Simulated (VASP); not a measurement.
Data:

```
CELL_PARAMETERS angstrom
      0.00000     2.44449     2.44449
      2.44449     0.00000     2.44449
      2.44449     2.44449     0.00000
ATOMIC_POSITIONS crystal
  Pb 0.00000 0.00000 0.00000
```

Calculation: LDA (Ceperley-Alder, Perdew-Zunger), VASP's LDA PAW potentials (set 64) (plane waves; VASP). Numerical set-up: 400 eV cut-off, 14×14×14 Γ-centred mesh, tetrahedra with Blöchl corrections, potentials Pb_d.

Unless said otherwise, spin-orbit coupling is left out, though it shifts the bands of the heavy elements here.

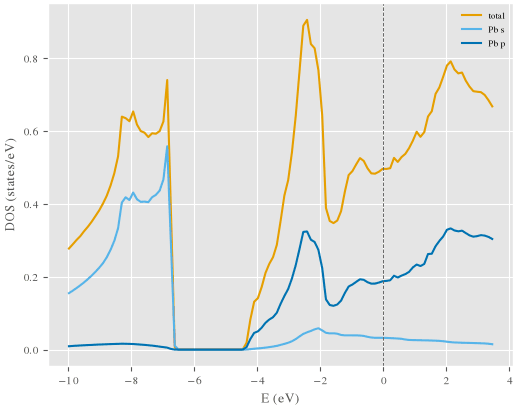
Figure. Total and projected density of states, zero at the Fermi level

Within 2 eV below the Fermi level the largest weight inside VASP's projection spheres is Pb p, then Pb s.

It has no gap at this level: it comes out as a metal or semimetal.

The compound is Pb in the fcc structure. It was relaxed first.
